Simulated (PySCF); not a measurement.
Input

```
{"job": {"kind": "nmr", "xc": "PBE0", "basis": "pcSseg-1"}, "charge": 0, "multiplicity": 1}
C      3.525560     0.466791    -0.623773
C      2.135335     0.185532    -0.363749
C      0.970417    -0.047168    -0.152371
Si    -0.815678    -0.379865     0.181805
C     -1.798895    -0.710189    -1.398302
N     -1.232797    -1.512158     1.403196
C     -1.438741     1.289119     0.977238
F     -2.774539     1.331393     1.164694
F     -0.894106     1.513079     2.195906
F     -1.138857     2.377028     0.236600
H      4.146191     0.042415     0.164799
H      3.682915     1.544335    -0.656323
H      3.818669     0.034280    -1.580017
H     -1.451316    -1.615761    -1.884657
H     -1.689401     0.106143    -2.106100
H     -2.857402    -0.828394    -1.185003
H     -1.127284    -2.499777     1.241725
H     -1.068831    -1.290487     2.372677
```

Launched as:

```sh
OMP_NUM_THREADS=1 python probes_run.py task.json out
```

Geometry: GFN2-xTB.

Theory: PBE0/pcSseg-1, SCF density, gas phase, non-relativistic in PySCF 2.14.0.

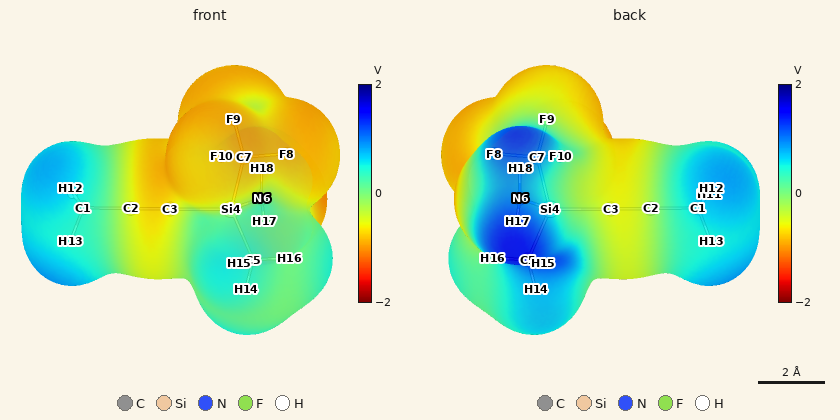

C5H8F3NSi. The molecular electrostatic potential painted on the density surface at 0.001 e/bohr³, seen from the front and from behind; red is negative and blue positive.

### Describe the electrostatic potential map.

The most negative region (about −1.0 V) lies over N6, the most positive (about +1.5 V) over H17. N6 is the likeliest acceptor of a hydrogen bond.

### What dipole moment does the calculation give?

Its dipole moment is 4.08 D.
